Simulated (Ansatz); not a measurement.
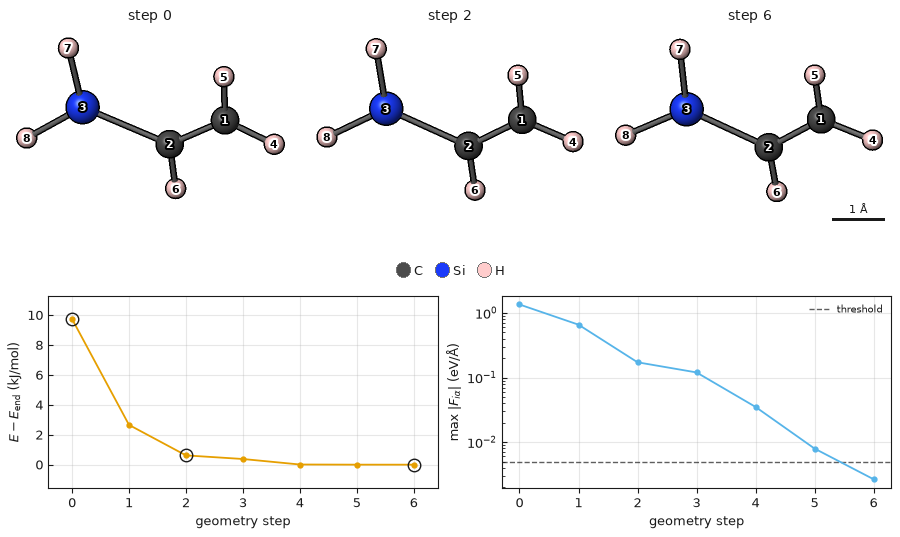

Frames of a relaxation of C2H5Si (charge +1), marked on the history of the run. Style: ball-and-stick. Shown from a free direction.

Method: Ansatz 0.2.0, RKS PBE0-D4/def2-TZVP.

Input file:
```yaml
crystal:
  periodic: [false, false, false]
  atoms:
    - {symbol: C, position_ang: [-0.323550, 1.319820, -0.335850]}
    - {symbol: C, position_ang: [-0.569850, 0.009840, -0.196930]}
    - {symbol: Si, position_ang: [0.651580, -1.238850, 0.434440]}
    - {symbol: H, position_ang: [-1.081770, 1.991920, -0.709320]}
    - {symbol: H, position_ang: [0.623340, 1.774500, -0.088480]}
    - {symbol: H, position_ang: [-1.557430, -0.362050, -0.471780]}
    - {symbol: H, position_ang: [2.003030, -0.859070, 0.827110]}
    - {symbol: H, position_ang: [0.254660, -2.636110, 0.540810]}
basis:
  gaussian: {orbitals: def2-TZVP}
total_charge: 1
hamiltonian: {xc: pbe0, dispersion: d4}
relax: {f_tol: 0.005, max_steps: 200}
```

Run as
```bash
ansatz run in.yaml --threads 2 --pin off --events-out ev --progress --plain --max-ram 4352MiB
```

### Describe the path.

Over 6 geometry steps the energy falls by 9.74 kJ/mol. The largest force component goes from 1.4 to 0.0027 eV/Å. The largest move after the best rigid fit is that of H7, 0.23 Å. By element the largest moves are H 0.23 Å, Si 0.09 Å, C 0.08 Å. Some distances before and after: C2–Si3 1.857 → 1.781 Å, Si3–H7 1.458 → 1.473 Å, C1–C2 1.340 → 1.350 Å, C1–H4 1.080 → 1.087 Å. Bond angles that change, for instance: C1–C2–Si3 124.9° → 117.7°, Si3–C2–H6 116.9° → 121.6°, C2–Si3–H7 121.7° → 118.2°. Cost: 13 s on 2 threads of Arm Neoverse V2, with other jobs on the host. From step 0 to 2: H7 moves most (0.15 Å), energy −9.12 kJ/mol. From step 2 to 6: H7 moves most (0.07 Å), energy −0.62 kJ/mol.

```csv
step,"E − E(0), kJ/mol","largest force component, eV/Å"
0,0.00,1.3520
1,-7.08,0.6583
2,-9.12,0.1723
3,-9.36,0.1200
4,-9.73,0.0351
5,-9.74,0.0080
6,-9.74,0.0027
```
